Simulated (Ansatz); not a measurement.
# Sb2AsS2 (database structure): how the settings move a single-point run

How sensitive is a single-point run of Sb2AsS2 (database structure) to its settings? A reference run comes first, then four runs with altered input.

Computed with Ansatz 0.2.0 (reference: DFT r2SCAN, plane waves, PAW, scalar-relativistic, no spin polarisation, unless a step's input says otherwise).

### Step 1. The starting structure

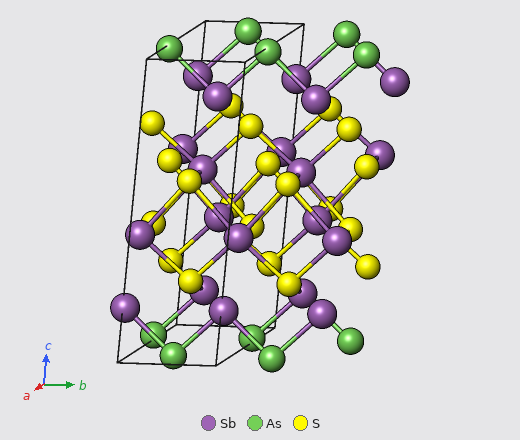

Start, viewed slightly off an axis; antimony purple, arsenic green, sulfur yellow. 1×2×1 cells are drawn. The cell drawn here is the conventional one.

As a file:

```cif
data_structure
_symmetry_space_group_name_H-M 'P 1'
_symmetry_Int_Tables_number 1
_cell_length_a 5.6572
_cell_length_b 5.6572
_cell_length_c 12.3357
_cell_angle_alpha 66.404
_cell_angle_beta 66.404
_cell_angle_gamma 40.435
_cell_volume 231.59
loop_
_atom_site_label
_atom_site_type_symbol
_atom_site_fract_x
_atom_site_fract_y
_atom_site_fract_z
_atom_site_occupancy
Sb1 Sb 0.95480 0.95480 0.82450 1
Sb2 Sb 0.04520 0.04520 0.17550 1
Sb3 Sb 0.81190 0.81190 0.60210 1
Sb4 Sb 0.18810 0.18810 0.39790 1
As1 As 0.39420 0.39420 0.98440 1
As2 As 0.60580 0.60580 0.01560 1
S1 S 0.21140 0.21140 0.76240 1
S2 S 0.78860 0.78860 0.23760 1
S3 S 0.59370 0.59370 0.59160 1
S4 S 0.40630 0.40630 0.40840 1
```

### Step 2. The reference run

input.yaml

```yaml
crystal:
  lattice:
    - [5.30860566, 1.95504836, 0.0]
    - [5.30860566, -1.95504836, 0.0]
    - [5.2620282, 0.0, -11.15709899]
  atoms:
    - { symbol: Sb, position: [0.9548, 0.9548, 0.8245] }
    - { symbol: Sb, position: [0.0452, 0.0452, 0.1755] }
    - { symbol: Sb, position: [0.8119, 0.8119, 0.6021] }
    - { symbol: Sb, position: [0.1881, 0.1881, 0.3979] }
    - { symbol: As, position: [0.3942, 0.3942, 0.9844] }
    - { symbol: As, position: [0.6058, 0.6058, 0.0156] }
    - { symbol: S, position: [0.2114, 0.2114, 0.7624] }
    - { symbol: S, position: [0.7886, 0.7886, 0.2376] }
    - { symbol: S, position: [0.5937, 0.5937, 0.5916] }
    - { symbol: S, position: [0.4063, 0.4063, 0.4084] }
  symmetry: { tolerance: 0.0003 }
kpoints:
  mp_grid: { grid: [5, 5, 2], shift: [0, 0, 0] }
magnetization:
  spin_polarized: false
scf:
  occupations: { method: fermi_dirac }
hamiltonian:
  pseudopotentials: { kind: paw }
  xc: r2scan
basis:
  ecutwfc: 500
output:
  forces: true
  stress: true
  eigenvalues: true
```

On the command line:

```bash
$ ansatz run input.yaml --threads 1 --pin off --max-ram 2560MiB --backend cpu --events-out ev --progress --plain --runs-dir out
```

Log, shortened:

```text
Warning: RAYON_NUM_THREADS=1 ignored (pool sized by the plan → 1); use --threads N
[...]
Pseudopotentials: kind: paw
Pseudopotential: Sb, paw, valence charge 15, recommended cutoff 500 eV (meta_gga), Sb.paw.azcp
Pseudopotential: As, paw, valence charge 15, recommended cutoff 500 eV (meta_gga), As.paw.azcp
Pseudopotential: S, paw, valence charge 6, recommended cutoff 500 eV (meta_gga), S.paw.azcp
Functional definition: r2SCAN
[...]
Crystal: 10 atoms, lattice volume = 231.590 Å³
Basis set: ecut = 500 eV, 5889 PW (Γ), exchange–correlation on 180×180×360 points (64 copies of the dense FFT grid, shifted against one another)
Bands: 69, of which v1, the nominal top of the filled ones, is band 57 counted from 1 (56 counted from 0)
Symmetry: 4 space group operations
Space group: C2/m (ITA 12), of the structure as read, at distance tolerance 1.8e-3 Å
k-points: 18 of 50
[...]
SCF iter   1: F=—  HF=-39350.515112 eV  |F-HF|=—  |Δ(HF+E_count)|=         —  Δρ=5.44e-3  dr2=5.61e-2  dr2_τ=3.77e-2  ethr=1.77e-3  ⟨swp⟩=8.1  Hψ=5236  notcnv=0
[...]
SCF iter   8: F=-39350.595914 eV  HF=-39350.595914 eV  |F-HF|=1.38e-10  |Δ(HF+E_count)|=   2.71e-8  Δρ=2.09e-6  dr2=1.17e-8  dr2_τ=3.89e-10  ethr=8.77e-11  ⟨swp⟩=8.2  Hψ=4775  notcnv=0
[...]
SCF converged after 8 iterations
Free energy (F): -39350.595914 eV
[...]
E sigma→0 (E₀):  -39350.594135 eV
Entropy (-TS):   -0.003558 eV (-0.356 meV/atom)
Fermi energy:    9.647658 eV
[...]
--- Forces (eV/Å), atoms counted from 1 ---
  atom   1  Sb    -0.19593055     0.00000000     0.16479386
  atom   2  Sb     0.19593055    -0.00000000    -0.16479386
  atom   3  Sb     0.40613457     0.00000000     0.14900427
  atom   4  Sb    -0.40613457    -0.00000000    -0.14900427
  atom   5  As     0.26758357    -0.00000000    -0.18390270
  atom   6  As    -0.26758357     0.00000000     0.18390270
  atom   7  S      0.19531113    -0.00000000    -0.27931193
  atom   8  S     -0.19531113     0.00000000     0.27931193
[...]
--- Stress (GPa, compression-positive) ---
        4.866559       0.000000      -1.589085
        0.000000       4.242251       0.000000
       -1.589085       0.000000       3.114496
  P = ⅓ Tr σ = 4.0744 GPa (40.744 kbar)
--- Band table (eV; the first three rows and the last of 18) ---
[...]
```

Wall time 30 s (1 thread of Intel Xeon Platinum 8375C at 2.90GHz (Ice Lake), shared host); peak memory 1.4 GiB.

### Step 3. Changing settings: symmetry.detect false, mp_grid.grid [4, 4, 2], ecutwfc 44.1 Ry, tolerance left out

Edit input.yaml of step 2 so:

```diff
@@ -16,5 +16,5 @@
     - { symbol: S, position: [0.4063, 0.4063, 0.4084] }
-  symmetry: { tolerance: 0.0003 }
+  symmetry: { detect: false }
 kpoints:
-  mp_grid: { grid: [5, 5, 2], shift: [0, 0, 0] }
+  mp_grid: { grid: [4, 4, 2], shift: [0, 0, 0] }
 magnetization:
@@ -27,3 +27,3 @@
 basis:
-  ecutwfc: 500
+  ecutwfc: "44.1 Ry"
 output:
@@ -32 +32,5 @@
   eigenvalues: true
+  write_density: true
+  write_potential: true
+  elf: true
+  volumetric_format: npy
```

On the command line:

```bash
$ ansatz run input.yaml --threads 1 --pin off --max-ram 2560MiB --backend cpu --events-out ev --progress --plain --runs-dir out
```

Log, shortened:

```text
Warning: RAYON_NUM_THREADS=1 ignored (pool sized by the plan → 1); use --threads N
[...]
[... 5 set-up lines as earlier in the session ...]
[...]
Crystal: 10 atoms, lattice volume = 231.590 Å³
Basis set: ecut = 600.0110667240353 eV, 7723 PW (Γ), exchange–correlation on 192×192×400 points (64 copies of the dense FFT grid, shifted against one another)
Bands: 69, of which v1, the nominal top of the filled ones, is band 57 counted from 1 (56 counted from 0)
Symmetry: 1 space group operations
k-points: 20 of 32 (time reversal used)
[...]
SCF converged after 8 iterations
Free energy (F): -39350.583805 eV
[...]
E sigma→0 (E₀):  -39350.579484 eV
Entropy (-TS):   -0.008643 eV (-0.864 meV/atom)
Fermi energy:    9.638987 eV
[...]
--- Forces (eV/Å), atoms counted from 1 ---
  atom   1  Sb    -0.19345812     0.00000019     0.15653614
  atom   2  Sb     0.19345673    -0.00000009    -0.15653670
  atom   3  Sb     0.39945550     0.00000025     0.13907591
  atom   4  Sb    -0.39945459    -0.00000004    -0.13908656
  atom   5  As     0.27848446    -0.00000000    -0.16791275
  atom   6  As    -0.27848457     0.00000002     0.16790986
  atom   7  S      0.19731331    -0.00000005    -0.27611706
  atom   8  S     -0.19731019    -0.00000003     0.27612149
[...]
--- Stress (GPa, compression-positive) ---
        4.761238      -0.000000      -1.563847
       -0.000000       4.456097       0.000000
       -1.563847       0.000000       2.993899
  P = ⅓ Tr σ = 4.0704 GPa (40.704 kbar)
--- Band table (eV; the first three rows and the last of 20) ---
[...]
```

Run time: 76 s. Hardware: 1 thread of Intel Xeon Platinum 8375C at 2.90GHz (Ice Lake), shared host; peak memory 1.6 GiB.

Changing the use of symmetry, k-point mesh and cutoff moves the energy by +1.2 meV/atom, and the gap on the mesh goes from 0.78 to 0.31 eV. More than one kind of setting changed, and this run alone doesn't tell their shares apart. A gap read on a mesh depends on which points the mesh holds, and a coarse mesh shifts the density too.

### Step 4. Changing settings: mp_grid.grid [2, 2, 1], accuracy high

Edit input.yaml of step 2 so:

```diff
@@ -18,3 +18,3 @@
 kpoints:
-  mp_grid: { grid: [5, 5, 2], shift: [0, 0, 0] }
+  mp_grid: { grid: [2, 2, 1], shift: [0, 0, 0] }
 magnetization:
@@ -32 +32,6 @@
   eigenvalues: true
+  write_density: true
+  write_potential: true
+  elf: true
+  volumetric_format: npy
+accuracy: high
```

On the command line:

```bash
$ ansatz run input.yaml --threads 1 --pin off --max-ram 2560MiB --backend cpu --events-out ev --progress --plain --runs-dir out
```

Log, shortened:

```text
Warning: RAYON_NUM_THREADS=1 ignored (pool sized by the plan → 1); use --threads N
[...]
[... 5 set-up lines as earlier in the session ...]
[...]
Crystal: 10 atoms, lattice volume = 231.590 Å³
Basis set: ecut = 500 eV, 5889 PW (Γ), exchange–correlation on 240×240×540 points (125 copies of the dense FFT grid, shifted against one another)
Bands: 69, of which v1, the nominal top of the filled ones, is band 57 counted from 1 (56 counted from 0)
[... 2 set-up lines as earlier in the session ...]
k-points: 3 of 4
[...]
SCF converged after 11 iterations
Free energy (F): -39349.114046 eV
[...]
E sigma→0 (E₀):  -39349.094637 eV
Entropy (-TS):   -0.038818 eV (-3.882 meV/atom)
Fermi energy:    9.723708 eV
[...]
--- Forces (eV/Å), atoms counted from 1 ---
  atom   1  Sb    -0.12686679     0.00000000    -0.02891038
  atom   2  Sb     0.12686679    -0.00000000     0.02891038
  atom   3  Sb     0.00920755     0.00000000     0.01044972
  atom   4  Sb    -0.00920755    -0.00000000    -0.01044972
  atom   5  As     0.49317619     0.00000000     0.12960542
  atom   6  As    -0.49317619    -0.00000000    -0.12960542
  atom   7  S      0.10883636     0.00000000     0.17455283
  atom   8  S     -0.10883636    -0.00000000    -0.17455283
[...]
--- Stress (GPa, compression-positive) ---
        4.992045       0.000000      -2.376840
        0.000000       9.779075       0.000000
       -2.376840       0.000000       1.681037
  P = ⅓ Tr σ = 5.4841 GPa (54.841 kbar)
--- Band table (eV) ---
[...]
```

Run time: 26 s. Hardware: 1 thread of Intel Xeon Platinum 8375C at 2.90GHz (Ice Lake), shared host; peak memory 2.4 GiB.

Changing the k-point mesh and accuracy level moves the energy by +148.2 meV/atom, and the pressure goes from 4.1 to 5.5 GPa, the gap on the mesh goes from 0.78 to 0.43 eV and the largest force goes from 0.80 to 0.56 eV/Å. A gap read on a mesh depends on which points the mesh holds, and a coarse mesh shifts the density too. These settings are too coarse to quote as the system's properties.

### Step 5. A further run, with the input changed

Edit input.yaml of step 2 so:

```diff
@@ -32 +32,6 @@
   eigenvalues: true
+  write_density: true
+  write_potential: true
+  elf: true
+  volumetric_format: npy
+total_charge: -1
```

On the command line:

```bash
$ ansatz run input.yaml --threads 1 --pin off --max-ram 2560MiB --backend cpu --events-out ev --progress --plain --runs-dir out
```

Log, shortened:

```text
Warning: RAYON_NUM_THREADS=1 ignored (pool sized by the plan → 1); use --threads N
[...]
[... 5 set-up lines as earlier in the session ...]
[...]
Crystal: 10 atoms, lattice volume = 231.590 Å³
Basis set: ecut = 500 eV, 5889 PW (Γ), exchange–correlation on 180×180×360 points (64 copies of the dense FFT grid, shifted against one another)
Bands: 69, of which v1, the nominal top of the filled ones, is band 58 counted from 1 (57 counted from 0)
[... 2 set-up lines as earlier in the session ...]
k-points: 18 of 50
[...]
SCF converged after 10 iterations
Free energy (F): -39340.363390 eV
[...]
E sigma→0 (E₀):  -39340.321741 eV
Entropy (-TS):   -0.083300 eV (-8.330 meV/atom)
Fermi energy:    10.450190 eV
[...]
--- Forces (eV/Å), atoms counted from 1 ---
  atom   1  Sb    -0.62656437     0.00000000     0.10816044
  atom   2  Sb     0.62656437    -0.00000000    -0.10816044
  atom   3  Sb     0.87860064     0.00000000     0.05172694
  atom   4  Sb    -0.87860064    -0.00000000    -0.05172694
  atom   5  As    -0.22819013    -0.00000000    -0.26080645
  atom   6  As     0.22819013     0.00000000     0.26080645
  atom   7  S      0.62144668    -0.00000000    -0.17407649
  atom   8  S     -0.62144668     0.00000000     0.17407649
[...]
--- Stress (GPa, compression-positive) ---
        9.069013       0.000000      -1.493987
        0.000000       3.885288       0.000000
       -1.493987       0.000000       2.633228
  P = ⅓ Tr σ = 5.1958 GPa (51.958 kbar)
--- Band table (eV; the first three rows and the last of 18) ---
[...]
```

It took 42 s on 1 thread of Intel Xeon Platinum 8375C at 2.90GHz (Ice Lake), shared host; peak memory 1.5 GiB.

### Step 6. Checking the result

The program finished normally. That alone doesn't make the input a sound one.

In the input, total_charge is -1. The typed charge changes the electron count, so this is no longer the system that was meant.

The way back: delete total_charge (the default then holds).

Total energies don't compare across a change of charge; the pressure goes from 4.1 to 5.2 GPa, the Fermi level moves into a band, so no gap parts filled from empty levels (it was 0.78 eV) and the largest force goes from 0.80 to 1.02 eV/Å. A charged periodic cell is neutralised by a uniform background, so its energy and pressure also depend on the cell's size.

### Step 7. Changing settings: mp_grid.shift [0.5, 0.5, 0.5]

Edit input.yaml of step 2 so:

```diff
@@ -18,3 +18,3 @@
 kpoints:
-  mp_grid: { grid: [5, 5, 2], shift: [0, 0, 0] }
+  mp_grid: { grid: [5, 5, 2], shift: [0.5, 0.5, 0.5] }
 magnetization:
```

On the command line:

```bash
$ ansatz run input.yaml --threads 1 --pin off --max-ram 2560MiB --backend cpu --events-out ev --progress --plain --runs-dir out
```

Log, shortened:

```text
Warning: RAYON_NUM_THREADS=1 ignored (pool sized by the plan → 1); use --threads N
[...]
[... 5 set-up lines as earlier in the session ...]
[...]
Crystal: 10 atoms, lattice volume = 231.590 Å³
Basis set: ecut = 500 eV, 5889 PW (Γ), exchange–correlation on 180×180×360 points (64 copies of the dense FFT grid, shifted against one another)
Bands: 69, of which v1, the nominal top of the filled ones, is band 57 counted from 1 (56 counted from 0)
[... 2 set-up lines as earlier in the session ...]
k-points: 15 of 50
[...]
SCF converged after 8 iterations
Free energy (F): -39350.602968 eV
[...]
E sigma→0 (E₀):  -39350.601074 eV
Entropy (-TS):   -0.003789 eV (-0.379 meV/atom)
Fermi energy:    9.567451 eV
[...]
--- Forces (eV/Å), atoms counted from 1 ---
  atom   1  Sb    -0.19735569     0.00000000     0.17335304
  atom   2  Sb     0.19735569    -0.00000000    -0.17335304
  atom   3  Sb     0.41362897     0.00000000     0.14575209
  atom   4  Sb    -0.41362897    -0.00000000    -0.14575209
  atom   5  As     0.25010800    -0.00000000    -0.19634337
  atom   6  As    -0.25010800     0.00000000     0.19634337
  atom   7  S      0.20228574    -0.00000000    -0.28418124
  atom   8  S     -0.20228574     0.00000000     0.28418124
[...]
--- Stress (GPa, compression-positive) ---
        4.897977       0.000000      -1.539159
        0.000000       4.232409       0.000000
       -1.539159       0.000000       3.100673
  P = ⅓ Tr σ = 4.0770 GPa (40.770 kbar)
--- Band table (eV; the first three rows and the last of 15) ---
[...]
```

Wall time 26 s (1 thread of Intel Xeon Platinum 8375C at 2.90GHz (Ice Lake), shared host); peak memory 1.4 GiB.

Changing the k-point mesh moves the energy by -0.7 meV/atom, and the gap on the mesh goes from 0.78 to 0.69 eV. The energy is not variational in the mesh, so the sign tells nothing. A gap read on a mesh depends on which points the mesh holds, and a coarse mesh shifts the density too.

### Step 8. Side by side

```csv
run,ending,energy change,pressure (GPa),gap (eV),force (eV/Å),cycles,time
reference,converged,0,4.1,0.78,0.80,8,30 s
"1: symmetry.detect false, mp_grid.grid [4, 4, 2], ecutwfc 44.1 Ry, tolerance left out",converged,+1.2 meV/atom,4.1,0.31,0.79,8,76 s
"2: mp_grid.grid [2, 2, 1], accuracy high",converged,+148.2 meV/atom,5.5,0.43,0.56,11,26 s
3: total_charge -1,converged,not comparable,5.2,0.00,1.02,10,42 s
"4: mp_grid.shift [0.5, 0.5, 0.5]",converged,-0.7 meV/atom,4.1,0.69,0.81,8,26 s
```

Times don't compare one to one where runs were asked for different outputs or read a saved state (see the inputs); cycles may leave out searches for a lower state.

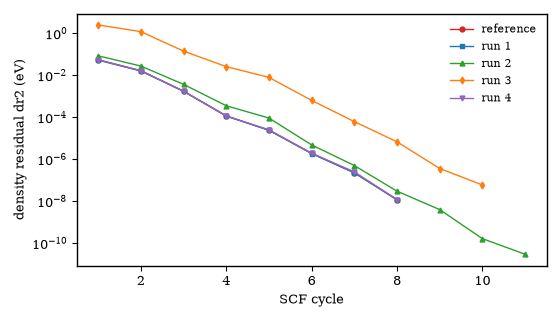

Residual by cycle in the longest SCF loop of each run; runs are numbered as in the table.

What this shows: Of the converged runs whose energies compare with the reference's, «mp_grid.grid [2, 2, 1], accuracy high» moves the energy most (+148.2 meV/atom) and «mp_grid.shift [0.5, 0.5, 0.5]» least (-0.7 meV/atom).
